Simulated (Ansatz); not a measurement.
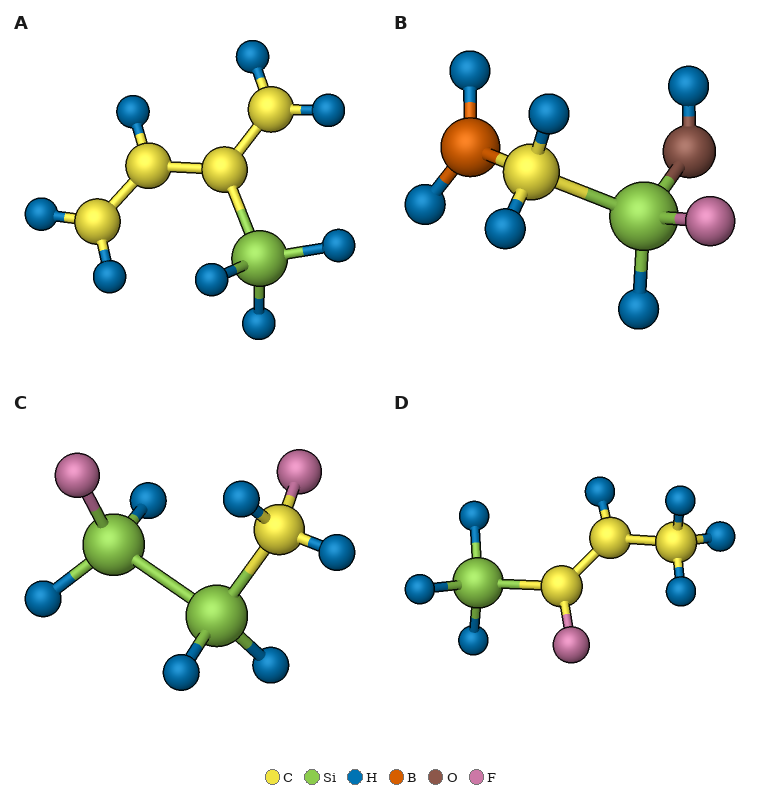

Simulated data, not a measurement (program: Ansatz).

Question: Which panel belongs to which SMILES?
(1) C=CC(=C)[SiH3]
(2) BC[Si@@H](O)F
(3) FC[SiH2][SiH2]F
(4) C/C=C(\F)[SiH3]

Answer: A is (1), B is (2), C is (3), D is (4).
